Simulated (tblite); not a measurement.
# C6H7F3Si: the cost of one run

Computed with tblite 0.8.0 and PySCF 2.14.0, with density-fitted response routines of our own, on a single molecule, in the gas phase or a continuum. Atoms are numbered from 0 throughout.

## (1) The molecule as given

17 atoms, charge 0, multiplicity 1; geometry from: force field or distance geometry start.

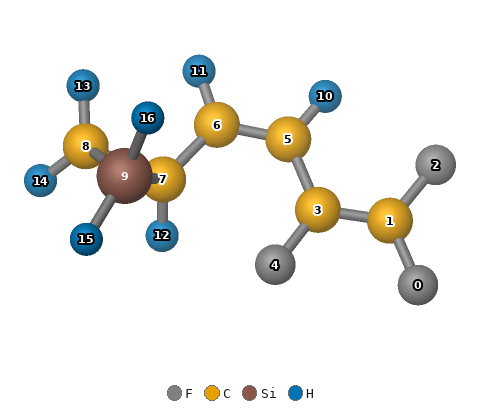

The starting geometry (fluorine grey, carbon amber, silicon brown, hydrogen blue), atoms numbered.

## (2) Relaxing the molecule with GFN2-xTB

The job: settings as JSON, then the geometry in Å.

```
{"job": {"kind": "relax", "xc": "GFN2-xTB", "basis": "xTB"}, "charge": 0, "multiplicity": 1}
F      3.407400    -2.023200    -0.849800
C      3.018600    -0.997300    -0.070800
F      3.914200    -0.379900     0.793300
C      1.764200    -0.579000    -0.113300
F      0.915500    -1.221300    -0.944200
C      1.349900     0.523200     0.751300
C      0.113200     0.993300     0.757500
C     -0.926800     0.408300    -0.104900
C     -2.307700     0.987100     0.219500
Si    -2.147000    -0.842200     0.536200
H      2.072200     0.999800     1.417800
H     -0.119700     1.813300     1.427200
H     -0.764100     0.328900    -1.198200
H     -2.355400     1.595300     1.143200
H     -2.909500     1.331300    -0.676100
H     -2.942500    -1.648300    -0.383500
H     -2.089500    -1.277300     1.934300
```

Launch:

```sh
$ OMP_NUM_THREADS=1 python probes_run.py task.json out
```

One launch serves the whole session: the jobs run in the order shown.

**Question.** How long does this first job take on 1 thread of AMD EPYC 7R43, shared host, and how much memory does it need?

About 1.2 s, with a peak of 0.18 GiB.
